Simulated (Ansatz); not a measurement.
**CH2F (SMILES [CH2]F) at UB2PLYP/STO-3G**

What is the energy change on altering one bond length of CH2F at UB2PLYP/STO-3G? 

The calculation is run with Ansatz 0.2.0.

47 further runs of the same task are left out: 47 set aside as unsound or not needed.

### 1 The molecule

CH2F has 4 atoms, charge 0, and is taken as a doublet. SMILES: `[CH2]F`. The shape is that of a PBE0-D4/def2-TZVP optimisation.

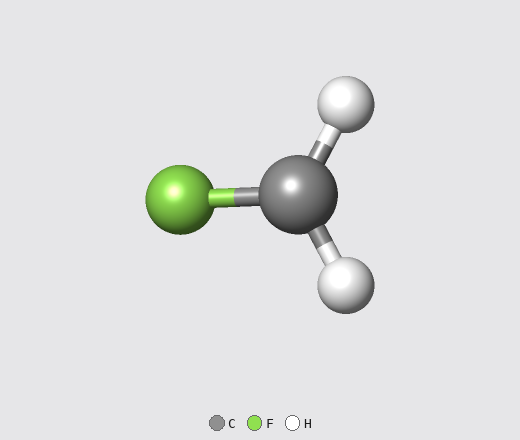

The structure, seen from a chosen angle (carbon grey, fluorine green, hydrogen white).

### 2 The energy at UB2PLYP/STO-3G

The input, input.yaml:

```yaml
basis:
  gaussian: {orbitals: STO-3G}
crystal:
  periodic: [false, false, false]
  atoms:
    - {symbol: C, position_ang: [-0.030100, -0.057600, -0.131100]}
    - {symbol: F, position_ang: [0.950000, 0.694000, 0.364600]}
    - {symbol: H, position_ang: [-0.946900, 0.472300, -0.352500]}
    - {symbol: H, position_ang: [0.027000, -1.108700, 0.119000]}
accuracy: high
correlation: {frozen_orbitals: {C: 1, F: 1, H: 0}}
hamiltonian: {xc: {name: B2PLYP}}
magnetization: {spin_polarized: true, initial_magnetization: 1}
total_charge: 0
```

Run with:

```bash
$ ansatz run input.yaml --threads 1 --pin off --max-ram 2610MiB --events-out events.jsonl --progress --plain --runs-dir runs
```

Standard output:

```text
Warning: RAYON_NUM_THREADS=1 ignored (pool sized by the plan → 1); use --threads N
Functional definition: B2PLYP
  name "B2PLYP"
  parameter a = 0.53
  parameter c = 0.27
  exchange = (1 - a)*b88_x + a*exact_x
  correlation = (1 - c)*lyp_c + c*(mp2_os + mp2_ss)
186 factors; integrals over basis functions are off by at most 1.3e-8 eV
mean field evaluation 1: about -3725.8200 eV, gradient 6.6e0 eV
mean field evaluation 2: about -3725.8418 eV, gradient 6.6e0 eV
mean field evaluation 4: about -3726.2116 eV, gradient 9.6e-1 eV
mean field evaluation 8: about -3726.2239 eV, gradient 5.8e-3 eV
mean field evaluation 16: about -3726.2239 eV, gradient 3.2e-7 eV
mean field -3726.22393989 eV, -136.9362040656 hartree, gradient 4.8e-8 eV, S^2 0.754185; 0 other end points of the search recorded, 0 dependent functions left out
2 core orbitals not correlated: weight in the atoms' cores, before any rotation towards them, 1.000 or more for the frozen orbitals, at most 0.000 for the correlated occupied ones
reference -3726.22395269 eV, -136.9362045361 hartree; 7, 6 occupied and 3, 4 virtual orbitals, 186 factors
second order -2.10208487 eV of doubles, -0.00000000 eV of singles
Total energy: -3726.79151561 eV, -136.9570620885 hartree
```

It took 0.76 s on 1 thread of Arm Neoverse V2, shared host; peak memory 0.11 GiB.

### 3 The distorted shape, same level

The input, input.yaml:

```yaml
crystal:
  periodic: [false, false, false]
  atoms:
    - {symbol: C, position_ang: [-0.044373, 0.205135, -0.193616]}
    - {symbol: F, position_ang: [0.935727, 0.956735, 0.302084]}
    - {symbol: H, position_ang: [-0.961173, 0.735035, -0.415016]}
    - {symbol: H, position_ang: [0.027000, -1.108700, 0.119000]}
basis:
  gaussian:
    orbitals: STO-3G
magnetization:
  spin_polarized: true
  initial_magnetization: 1
hamiltonian:
  xc: {name: B2PLYP}
correlation:
  frozen_orbitals: {C: 1, F: 1, H: 0}
accuracy: high
```

Run with:

```bash
$ ansatz run input.yaml --threads 1 --pin off --max-ram 2610MiB --events-out events.jsonl --progress --plain --runs-dir runs
```

Standard output, shortened:

```text
Warning: RAYON_NUM_THREADS=1 ignored (pool sized by the plan → 1); use --threads N
[... 2 set-up lines as earlier in the session ...]
[...]
186 factors; integrals over basis functions are off by at most 1.4e-8 eV
[...]
mean field -3725.29229933 eV, -136.9019669064 hartree, gradient 4.1e-8 eV, S^2 0.757187; 0 other end points of the search recorded, 0 dependent functions left out
2 core orbitals not correlated: weight in the atoms' cores, before any rotation towards them, 1.000 or more for the frozen orbitals, at most 0.000 for the correlated occupied ones
reference -3725.29231239 eV, -136.9019673863 hartree; 7, 6 occupied and 3, 4 virtual orbitals, 186 factors
second order -2.39796034 eV of doubles, -0.00000000 eV of singles
Total energy: -3725.93976168 eV, -136.9257607090 hartree
```

Run time: 0.84 s. Hardware: 1 thread of Arm Neoverse V2, shared host; peak memory 0.11 GiB.

### 4 What came out

Level: UB2PLYP/STO-3G, 2 core orbitals frozen.

| quantity | value |
| --- | --- |
| first shape: total energy | -136.95706 Eh |
| first shape: ⟨S²⟩ | 0.754 |
| distorted shape: total energy | -136.92576 Eh |
| distorted shape: ⟨S²⟩ | 0.757 |
| energy change with the C1–H4 bond stretched from 1.082 to 1.352 Å | 0.852 eV |

What this shows: With the C1–H4 bond stretched from 1.082 to 1.352 Å the energy rises by 0.85 eV (19.6 kcal/mol). The first shape isn't relaxed at this level, so the change isn't measured from a minimum. The minimal basis adds a large error of its own.
